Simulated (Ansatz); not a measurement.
**SiH+ (quintet): one geometry, many settings**

What do other methods and options give for SiH+ (quintet) at this geometry, and how long do they take?

Method: the settings change from run to run; program: Ansatz 0.2.0, Gaussian basis.

10 further runs of the same task are left out: 3 that didn't finish, 7 set aside as unsound or not needed.

## Step 1: What is computed

The geometry is a PBE0/def2-TZVP stationary point (not a proven minimum) of the parent state, kept for this charge and spin.

2 atoms, charge 1, spin multiplicity 5.

Atoms are counted from 1 here; the program's logs count them from 0.

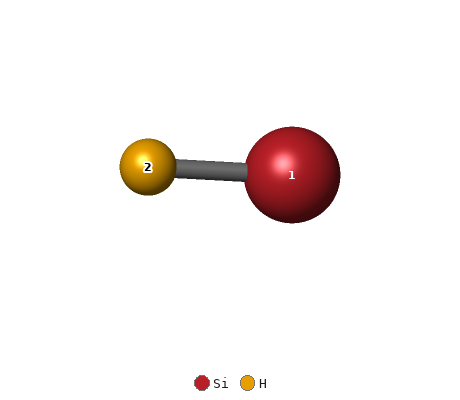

The structure; silicon red, hydrogen amber; atoms are numbered from 1 in the order of the file.

## Step 2: CCSDT(Q) on UHF/def2-mTZVP

in.yaml reads:

```yaml
crystal:
  periodic: [false, false, false]
  atoms:
    - {symbol: Si, position_ang: [0.000000, 0.000000, 0.000000]}
    - {symbol: H, position_ang: [0.000000, 0.000000, 1.547200]}
basis:
  gaussian: {orbitals: def2-mTZVP}
total_charge: 1
magnetization: {spin_polarized: true, initial_magnetization: 4}
correlation: {method: ccsdt_q, electrons: outside_noble_gas}
scf: {lower_state_search: off}
```

The run is started by

```
ansatz run in.yaml --threads 1 --pin off --events-out ev --progress --plain --max-ram 2393MiB
```

Output:

```text
Functional definition: HF
  name "HF"
  cite "Fock, Z. Phys. 61, 126 (1930) doi:10.1007/BF01340294"
  parent pbe
  exchange = exact_x
  correlation = 0
these checks for a lower state are left out or cut short: stability, starts, cluster_reference, orbital_swaps, neighbouring_geometries, increment
355 factors; integrals over basis functions are off by at most 7.7e-8 eV
mean field evaluation 1: about -7861.0508 eV, gradient 6.3e0 eV
mean field evaluation 2: about -7861.0534 eV, gradient 6.3e0 eV
mean field evaluation 4: about -7861.5529 eV, gradient 4.6e-1 eV
mean field evaluation 8: about -7861.5565 eV, gradient 8.3e-7 eV
mean field -7861.55647088 eV, -288.9068715505 hartree, gradient 5.2e-6 eV, S^2 6.000028; 0 other end points of the search recorded, 0 dependent functions left out
5 core orbitals not correlated: weight in the atoms' cores, before any rotation towards them, 1.000 or more for the frozen orbitals, at most 0.000 for the correlated occupied ones
reference -7861.55647088 eV, -288.9068715505 hartree; 4, 0 occupied and 16, 20 virtual orbitals, 355 factors
second order -0.26095084 eV of doubles, -0.00000000 eV of singles
cycle   1  -0.33208854 eV  change   -7.1e-2 eV  update   2.0e-2
cycle   2  -0.36500430 eV  change   -3.3e-2 eV  update   7.4e-3
cycle   3  -0.36549043 eV  change   -4.9e-4 eV  update   1.1e-3
cycle   4  -0.36554045 eV  change   -5.0e-5 eV  update   1.8e-4
cycle   5  -0.36550642 eV  change    3.4e-5 eV  update   3.0e-5
cycle   6  -0.36551282 eV  change   -6.4e-6 eV  update   3.9e-6
cycle   7  -0.36551137 eV  change    1.4e-6 eV  update   6.3e-7
cycle   8  -0.36551181 eV  change   -4.3e-7 eV  update   1.1e-7
perturbative correction 0.00000220 eV, 0.0000000809 hartree
Total energy: -7861.92198048 eV, -288.9203037807 hartree
Checks for a lower state left out: stability, starts, cluster_reference, orbital_swaps, neighbouring_geometries, increment
```

Run time: 1 s. Hardware: 1 thread of AMD EPYC 7R43, shared host.

From the report: ⟨S²⟩ of the determinant 6.000 (pure quintet: 6.00); correlation -0.3655 eV; T1 0.005; largest double amplitude 0.04.

## Step 3: CASSCF(8,7)/STO-3G

in.yaml reads:

```yaml
crystal:
  periodic: [false, false, false]
  atoms:
    - {symbol: Si, position_ang: [0.000000, 0.000000, 0.000000]}
    - {symbol: H, position_ang: [0.000000, 0.000000, 1.547200]}
basis:
  gaussian: {orbitals: STO-3G}
total_charge: 1
magnetization: {spin_polarized: false, initial_magnetization: 4}
correlation: {active_space: {window: {electrons: 8, orbitals: 7}}}
scf: {lower_state_search: off}
```

Launched as before.

Output:

```text
Functional definition: HF
  name "HF"
  cite "Fock, Z. Phys. 61, 126 (1930) doi:10.1007/BF01340294"
  parent pbe
  exchange = exact_x
  correlation = 0
these checks for a lower state are left out or cut short: stability, starts, cluster_reference, orbital_swaps, neighbouring_geometries, increment
102 factors; integrals over basis functions are off by at most 1.3e-5 eV
mean field evaluation 1: about -7771.5766 eV, gradient 4.6e0 eV
mean field evaluation 2: about -7771.5822 eV, gradient 4.6e0 eV
mean field evaluation 4: about -7771.8632 eV, gradient 3.0e-2 eV
mean field evaluation 8: about -7771.8629 eV, gradient 4.5e-6 eV
mean field -7771.86293562 eV, -285.6106949262 hartree, gradient 4.5e-6 eV, S^2 6.000000; 0 other end points of the search recorded, 0 dependent functions left out
reference -7771.86293562 eV, -285.6106949262 hartree; 9, 5 occupied and 1, 5 virtual orbitals, 102 factors
state -7771.86877203 eV, -285.6109094101 hartree
Total energy: -7771.86877203 eV, -285.6109094101 hartree
Checks for a lower state left out: stability, starts, cluster_reference, orbital_swaps, neighbouring_geometries, increment
```

Run time: 0.09 s. Hardware: 1 thread of AMD EPYC 7R43, shared host.

From the report: 147 determinants; active occupations 2.00, 2.00, 1.00, 1.00, 1.00, 1.00, 0.00.

## Step 4: CASCI(6,5)/def2-SVP

in.yaml reads:

```yaml
crystal:
  periodic: [false, false, false]
  atoms:
    - {symbol: Si, position_ang: [0.000000, 0.000000, 0.000000]}
    - {symbol: H, position_ang: [0.000000, 0.000000, 1.547200]}
basis:
  gaussian: {orbitals: def2-SVP, fitting: {mean_field: def2-universal-jkfit}}
total_charge: 1
magnetization: {spin_polarized: false, initial_magnetization: 4}
correlation: {active_space: {window: {electrons: 6, orbitals: 5}, fixed_orbitals: true}}
```

Launched as before.

Output:

```text
Functional definition: HF
  name "HF"
  cite "Fock, Z. Phys. 61, 126 (1930) doi:10.1007/BF01340294"
  parent pbe
  exchange = exact_x
  correlation = 0
146 factors; integrals over basis functions are off by at most 4.1e-1 eV
mean field evaluation 1: about -7858.2862 eV, gradient 8.0e0 eV
mean field evaluation 2: about -7859.0473 eV, gradient 1.9e0 eV
mean field evaluation 4: about -7859.0842 eV, gradient 9.2e-2 eV
mean field -7859.08433736 eV, -288.8160223192 hartree, gradient 1.7e-6 eV, S^2 6.000000; 0 other end points of the search recorded, 0 dependent functions left out
reference -7859.08433736 eV, -288.8160223192 hartree; 9, 5 occupied and 14, 18 virtual orbitals, 146 factors
state -7859.08433736 eV, -288.8160223192 hartree
WARN: the results are in doubt because the space or a class takes a part of the degenerate orbitals at -125.4416 eV
Total energy: -7859.08433736 eV, -288.8160223192 hartree
In doubt: the space or a class takes a part of the degenerate orbitals at -125.4416 eV
```

Run time: 0.12 s. Hardware: 1 thread of AMD EPYC 7R43, shared host.

From the report: 2 determinants; active occupations 2.00, 1.00, 1.00, 1.00, 1.00. With so small a space the active step adds no correlation: the energy is the mean field's. The program marks this result as in doubt; its last lines say why.

## Step 5: FCI/def2-SVPD

in.yaml reads:

```yaml
crystal:
  periodic: [false, false, false]
  atoms:
    - {symbol: Si, position_ang: [0.000000, 0.000000, 0.000000]}
    - {symbol: H, position_ang: [0.000000, 0.000000, 1.547200]}
basis:
  gaussian: {orbitals: def2-SVPD}
total_charge: 1
magnetization: {spin_polarized: false, initial_magnetization: 4}
correlation: {method: fci, electrons: outside_noble_gas}
```

Same command.

Output:

```text
Functional definition: HF
  name "HF"
  cite "Fock, Z. Phys. 61, 126 (1930) doi:10.1007/BF01340294"
  parent pbe
  exchange = exact_x
  correlation = 0
459 factors; integrals over basis functions are off by at most 8.8e-8 eV
mean field evaluation 1: about -7858.3566 eV, gradient 7.9e0 eV
mean field evaluation 2: about -7858.3569 eV, gradient 7.9e0 eV
mean field evaluation 4: about -7859.1330 eV, gradient 5.1e-1 eV
mean field evaluation 8: about -7859.1378 eV, gradient 1.5e-4 eV
mean field -7859.13783122 eV, -288.8179881824 hartree, gradient 6.0e-7 eV, S^2 6.000000; 0 other end points of the search recorded, 0 dependent functions left out
mean field evaluation 16: about -7859.1331 eV, gradient 4.7e-1 eV
5 core orbitals not correlated: weight in the atoms' cores, before any rotation towards them, 1.000 or more for the frozen orbitals, at most 0.000 for the correlated occupied ones
reference -7859.13783122 eV, -288.8179881824 hartree; 4, 0 occupied and 23, 27 virtual orbitals, 459 factors
state -7859.70212355 eV, -288.8387255430 hartree
Total energy: -7859.70212355 eV, -288.8387255430 hartree
```

It took 0.78 s on 1 thread of AMD EPYC 7R43, shared host.

From the report: 4,436 determinants, symmetry A2.

## Step 6: MRCISD+Q(4,9)/6-31G

in.yaml reads:

```yaml
crystal:
  periodic: [false, false, false]
  atoms:
    - {symbol: Si, position_ang: [0.000000, 0.000000, 0.000000]}
    - {symbol: H, position_ang: [0.000000, 0.000000, 1.547200]}
basis:
  gaussian: {orbitals: 6-31G}
total_charge: 1
magnetization: {spin_polarized: false, initial_magnetization: 4}
correlation: {method: fic_mrcisd_q, electrons: valence, active_space: {window: {electrons: 4, orbitals: 9}, states: [{multiplicity: 5, weights: [1, 1, 1, 1]}]}}
accuracy: high
```

Launched as before.

Output, cut to the lines that bear on the results:

```text
Functional definition: HF
  name "HF"
  cite "Fock, Z. Phys. 61, 126 (1930) doi:10.1007/BF01340294"
  parent pbe
[...]
286 factors; integrals over basis functions are off by at most 3.5e-9 eV
[...]
mean field -7860.63976092 eV, -288.8731830806 hartree, gradient 1.1e-8 eV, S^2 6.000000; 0 other end points of the search recorded, 0 dependent functions left out
reference -7860.63976092 eV, -288.8731830806 hartree; 9, 5 occupied and 6, 10 virtual orbitals, 286 factors
state -7860.70643234 eV, -288.8756332103 hartree
state -7855.83393245 eV, -288.6965721420 hartree
state -7855.83308532 eV, -288.6965410108 hartree
state -7850.30643389 eV, -288.4934403165 hartree
contracted CI cycle   1: correlation 0.00000000 eV, 0.0000000000 hartree, residual 4.26e-1 eV
contracted CI cycle   2: correlation -0.00429289 eV, -0.0001577607 hartree, residual 2.20e-2 eV
[...]
contracted CI cycle   5: correlation -0.01781794 eV, -0.0006547973 hartree, residual 6.63e-6 eV
contracted CI cycle   6: correlation -0.01781794 eV, -0.0006547973 hartree, residual 4.83e-7 eV
state -7855.83308532 eV, -288.6965410108 hartree; corrected -7855.85091090 eV, -288.6971960887 hartree
contracted CI cycle   1: correlation 0.00000000 eV, 0.0000000000 hartree, residual 6.86e-1 eV
contracted CI cycle   2: correlation -0.01359930 eV, -0.0004997649 hartree, residual 5.15e-2 eV
contracted CI cycle   3: correlation -0.01369364 eV, -0.0005032322 hartree, residual 6.16e-3 eV
contracted CI cycle   4: correlation -0.01369473 eV, -0.0005032719 hartree, residual 3.60e-4 eV
contracted CI cycle   5: correlation -0.01369473 eV, -0.0005032721 hartree, residual 2.71e-5 eV
contracted CI cycle   6: correlation -0.01369473 eV, -0.0005032721 hartree, residual 1.64e-6 eV
state -7850.30643389 eV, -288.4934403165 hartree; corrected -7850.32013432 eV, -288.4939437983 hartree
Total energy: -7855.68338458 eV, -288.6910396099 hartree
```

It took 3.4 s on 1 thread of AMD EPYC 7R43, shared host; peak memory 0.3 GiB.

From the report: 66 determinants; active occupations (of the averaged states) 1.00, 1.00, 0.75, 0.50, 0.50, 0.25, 0.00, 0.00, 0.00.

## Step 7: CASCI(4,5)/6-31G*

in.yaml reads:

```yaml
crystal:
  periodic: [false, false, false]
  atoms:
    - {symbol: Si, position_ang: [0.000000, 0.000000, 0.000000]}
    - {symbol: H, position_ang: [0.000000, 0.000000, 1.547200]}
basis:
  gaussian: {orbitals: "6-31G*"}
total_charge: 1
magnetization: {spin_polarized: false, initial_magnetization: 4}
correlation: {active_space: {window: {electrons: 4, orbitals: 5}, fixed_orbitals: true}}
scf: {lower_state_search: light}
output: {forces: true}
```

The command is unchanged.

Output:

```text
Functional definition: HF
  name "HF"
  cite "Fock, Z. Phys. 61, 126 (1930) doi:10.1007/BF01340294"
  parent pbe
  exchange = exact_x
  correlation = 0
197 factors; integrals over basis functions are off by at most 1.0e-3 eV
mean field evaluation 1: about -7860.2040 eV, gradient 8.0e0 eV
mean field evaluation 2: about -7860.2094 eV, gradient 8.0e0 eV
mean field evaluation 4: about -7861.0787 eV, gradient 4.6e-1 eV
mean field evaluation 8: about -7861.0813 eV, gradient 1.1e-4 eV
mean field -7861.08130414 eV, -288.8894094949 hartree, gradient 1.5e-6 eV, S^2 6.000000; 0 other end points of the search recorded, 0 dependent functions left out
reference -7861.08130414 eV, -288.8894094949 hartree; 9, 5 occupied and 12, 16 virtual orbitals, 197 factors
state -7861.08130414 eV, -288.8894094949 hartree
the calculation of the forces begins
Total energy: -7861.08130414 eV, -288.8894094949 hartree
Atom 0 at     0.000000     0.000000     0.000000 Å, force    -0.000000     0.000000    -3.728696 eV/Å
Atom 1 at     0.000000     0.000000     1.547200 Å, force     0.000000    -0.000000     3.728696 eV/Å
Dipole moment:    -0.000000     0.000000     0.390650 e Å
```

Run time: 0.15 s. Hardware: 1 thread of AMD EPYC 7R43, shared host.

From the report: 3 determinants; active occupations 1.00, 1.00, 1.00, 1.00, 0.00. With so small a space the active step adds no correlation: the energy is the mean field's.

## Step 8: HF/def2-SVPD

in.yaml reads:

```yaml
crystal:
  periodic: [false, false, false]
  atoms:
    - {symbol: Si, position_ang: [0.000000, 0.000000, 0.000000]}
    - {symbol: H, position_ang: [0.000000, 0.000000, 1.547200]}
basis:
  gaussian: {orbitals: def2-SVPD}
total_charge: 1
magnetization: {spin_polarized: false, initial_magnetization: 4}
hamiltonian: {xc: hf}
scf: {lower_state_search: off}
output: {orbitals: {seedname: orbitals}}
```

Same command.

Output:

```text
Functional definition: HF
  name "HF"
  cite "Fock, Z. Phys. 61, 126 (1930) doi:10.1007/BF01340294"
  parent pbe
  exchange = exact_x
  correlation = 0
these checks for a lower state are left out or cut short: stability, starts, cluster_reference, orbital_swaps, neighbouring_geometries, increment
311 factors; integrals over basis functions are off by at most 9.7e-4 eV
mean field evaluation 1: about -7858.3567 eV, gradient 7.9e0 eV
mean field evaluation 2: about -7858.3569 eV, gradient 7.9e0 eV
mean field evaluation 4: about -7859.1329 eV, gradient 5.1e-1 eV
mean field evaluation 8: about -7859.1378 eV, gradient 1.5e-4 eV
mean field -7859.13782305 eV, -288.8179878821 hartree, gradient 5.9e-7 eV, S^2 6.000000; 0 other end points of the search recorded, 0 dependent functions left out
reference -7859.13782305 eV, -288.8179878821 hartree; 9, 5 occupied and 23, 27 virtual orbitals, 311 factors
Total energy: -7859.13782305 eV, -288.8179878821 hartree
Checks for a lower state left out: stability, starts, cluster_reference, orbital_swaps, neighbouring_geometries, increment
```

Wall time 0.12 s (1 thread of AMD EPYC 7R43, shared host).

## Step 9: MRCISD+Q(relaxed)(4,6)/aug-cc-pVDZ

in.yaml reads:

```yaml
crystal:
  periodic: [false, false, false]
  atoms:
    - {symbol: Si, position_ang: [0.000000, 0.000000, 0.000000]}
    - {symbol: H, position_ang: [0.000000, 0.000000, 1.547200]}
basis:
  gaussian: {orbitals: aug-cc-pVDZ}
total_charge: 1
magnetization: {spin_polarized: false, initial_magnetization: 4}
correlation: {method: fic_mrcisd_q_relaxed, electrons: valence, active_space: {window: {electrons: 4, orbitals: 6}}}
```

Launched as before.

Output, cut to the lines that bear on the results:

```text
Functional definition: HF
  name "HF"
  cite "Fock, Z. Phys. 61, 126 (1930) doi:10.1007/BF01340294"
  parent pbe
[...]
363 factors; integrals over basis functions are off by at most 1.0e-3 eV
[...]
mean field -7861.71776919 eV, -288.9127991539 hartree, gradient 1.2e-6 eV, S^2 6.000000; 0 other end points of the search recorded, 0 dependent functions left out
reference -7861.71776919 eV, -288.9127991539 hartree; 9, 5 occupied and 27, 31 virtual orbitals, 363 factors
state -7861.86061095 eV, -288.9180484921 hartree
contracted CI cycle   1: correlation 0.00000000 eV, 0.0000000000 hartree, residual 3.68e0 eV
contracted CI cycle   2: correlation -0.37641016 eV, -0.0138328184 hartree, residual 8.66e-1 eV
contracted CI cycle   3: correlation -0.40099736 eV, -0.0147363811 hartree, residual 2.47e-1 eV
contracted CI cycle   4: correlation -0.40278196 eV, -0.0148019640 hartree, residual 1.02e-1 eV
contracted CI cycle   5: correlation -0.40310626 eV, -0.0148138817 hartree, residual 2.81e-2 eV
contracted CI cycle   6: correlation -0.40312700 eV, -0.0148146440 hartree, residual 6.18e-3 eV
contracted CI cycle   7: correlation -0.40312807 eV, -0.0148146835 hartree, residual 1.56e-3 eV
contracted CI cycle   8: correlation -0.40312814 eV, -0.0148146858 hartree, residual 3.38e-4 eV
state -7861.86061095 eV, -288.9180484921 hartree; corrected -7862.26949254 eV, -288.9330746132 hartree
Total energy: -7862.26949254 eV, -288.9330746132 hartree
```

Wall time 1.8 s (1 thread of AMD EPYC 7R43, shared host).

From the report: 4 determinants; active occupations 1.00, 1.00, 0.99, 0.99, 0.01, 0.01.

## Step 10: BCCD on UHF/def2-SVP

in.yaml reads:

```yaml
crystal:
  periodic: [false, false, false]
  atoms:
    - {symbol: Si, position_ang: [0.000000, 0.000000, 0.000000]}
    - {symbol: H, position_ang: [0.000000, 0.000000, 1.547200]}
basis:
  gaussian: {orbitals: def2-SVP}
total_charge: 1
magnetization: {spin_polarized: true, initial_magnetization: 4}
correlation: {method: bccd, electrons: outside_noble_gas, diis_vectors: 12}
```

The command is unchanged.

Output, cut to the lines that bear on the results:

```text
Functional definition: HF
  name "HF"
  cite "Fock, Z. Phys. 61, 126 (1930) doi:10.1007/BF01340294"
  parent pbe
[...]
219 factors; integrals over basis functions are off by at most 1.4e-3 eV
[...]
mean field -7859.08549362 eV, -288.8160648110 hartree, gradient 2.2e-6 eV, S^2 6.000007; 0 other end points of the search recorded, 0 dependent functions left out
5 core orbitals not correlated: weight in the atoms' cores, before any rotation towards them, 1.000 or more for the frozen orbitals, at most 0.000 for the correlated occupied ones
reference -7859.08549362 eV, -288.8160648110 hartree; 4, 0 occupied and 14, 18 virtual orbitals, 219 factors
second order -0.34451489 eV of doubles, -0.00000000 eV of singles
cycle   1  -0.44812972 eV  change   -1.0e-1 eV  update   2.6e-2
[...]
cycle   7  -0.49560897 eV  change    4.1e-6 eV  update   1.3e-6
Total energy: -7859.58110259 eV, -288.8342781046 hartree
```

Wall time 0.27 s (1 thread of AMD EPYC 7R43, shared host).

From the report: ⟨S²⟩ of the determinant 6.000 (pure quintet: 6.00); correlation -0.4956 eV; largest double amplitude 0.06.

## Step 11: The runs in one table

 † marks a result that the program doubts.

```
                                       level         correlated  functions  energy (eV)    time
                  CCSDT(Q) on UHF/def2-mTZVP  outside noble gas         25   -7861.9220     1 s
                          CASSCF(8,7)/STO-3G                            10   -7771.8688  0.09 s
                       CASCI(6,5)/def2-SVP †                            23   -7859.0843  0.12 s
                               FCI/def2-SVPD  outside noble gas         32   -7859.7021  0.78 s
MRCISD+Q(4,9)/6-31G (mean of several states)            valence         15   -7855.6834   3.4 s
                           CASCI(4,5)/6-31G*                            21   -7861.0813  0.15 s
                                HF/def2-SVPD                            32   -7859.1378  0.12 s
          MRCISD+Q(relaxed)(4,6)/aug-cc-pVDZ            valence         36   -7862.2695   1.8 s
                        BCCD on UHF/def2-SVP  outside noble gas         23   -7859.5811  0.27 s
```

## Step 12: What came out

```
quantity                                                value
    runs                                                    9
quickest                           CASSCF(8,7)/STO-3G, 0.09 s
 slowest  MRCISD+Q(4,9)/6-31G (mean of several states), 3.4 s
```

Total energies in different bases, with other cores or another treatment of relativity can't be set against each other. MRCISD+Q(4,9)/6-31G (mean of several states) took 38 times as long as CASSCF(8,7)/STO-3G; the jobs differ in more than the method.
